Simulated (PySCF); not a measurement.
# C₄H₈F₂SSi: what the fields show

```xyz
16

C     2.5155    0.6522   -0.0096
Si    0.9786   -0.3774   -0.3800
F     1.4682   -1.8682   -0.7876
C    -0.3416   -0.5408    0.9723
C    -1.6849   -0.5254    0.2573
F    -2.7068   -0.3012    1.1600
C    -1.7200    0.5770   -0.7926
S    -0.3062    0.3833   -1.9283
H     2.2729    1.6685    0.2831
H     3.1485    0.7029   -0.8900
H     3.0947    0.1987    0.7881
H    -0.2340   -1.4506    1.5592
H    -0.3131    0.3002    1.6656
H    -1.8958   -1.4970   -0.2059
H    -1.6547    1.5545   -0.3137
H    -2.6289    0.5321   -1.3892
```

Geometry: GFN2-xTB.

Level of theory: PBE0/pcSseg-1, SCF density, gas phase, non-relativistic (PySCF).

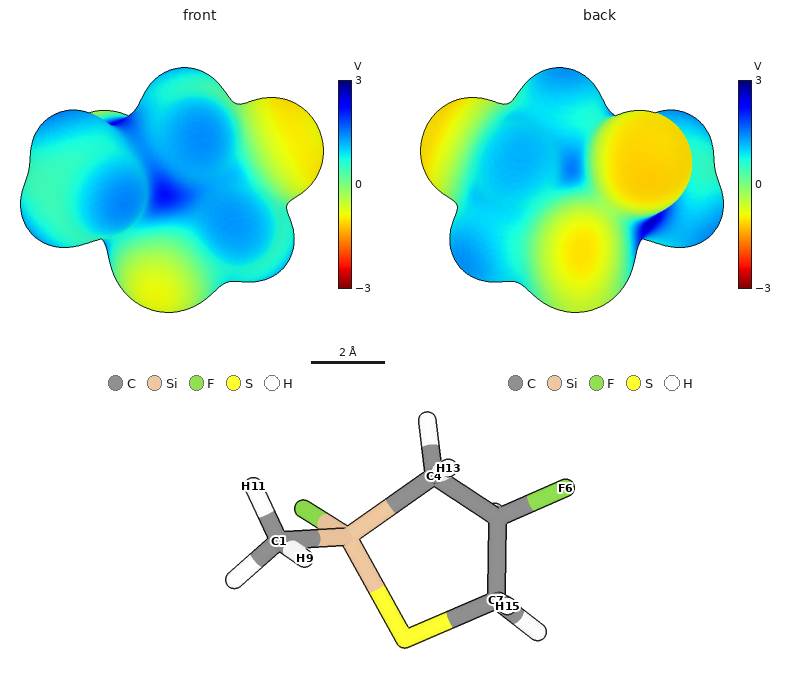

Figure 1. The electrostatic potential painted on the density surface at 0.004 e/bohr³, seen from the front and from behind; the colour scale runs from red (negative) to blue (positive). The bare structure is drawn below in the same view.

### Which sites attract a positive test charge, and which a negative one?

A positive charge is drawn to the negative regions and a negative charge to the positive ones. The most negative region (about −1.2 V) lies over F3, the most positive (about +2.3 V) over Si2.

### How polar is the molecule by this calculation?

Its dipole moment is 2.08 D.

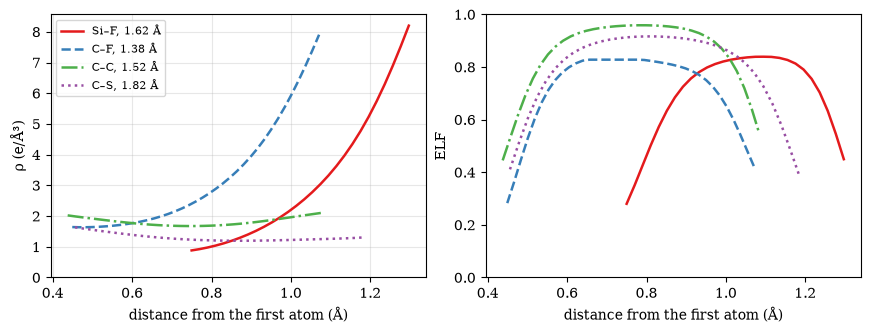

Figure 2. Total electron density and ELF along straight lines between neighbouring atoms. The curves leave out the atomic cores.

### What can be read from the curves?

Si–F (1.62 Å): ρ at the midpoint is about 1 e/Å³; the ELF peaks at about 0.85 in the valence shell of F, 0.5 Å from its nucleus, and is about 0.50 at the midpoint.
C–F (1.38 Å): the density is about 2.1 e/Å³ at the midpoint, with its minimum of 1.6 e/Å³ about 0.5 Å from C; the ELF peaks at about 0.85 between the atoms: a shared but strongly polarised pair.
C–C (1.52 Å): ρ at the midpoint is about 1.7 e/Å³; the ELF peaks at about 0.95 between the atoms, as expected for localised, covalent bonding.
C–S (1.82 Å): the density is about 1.2 e/Å³ at the midpoint; the ELF peaks at about 0.90 between the atoms; a covalent bond.
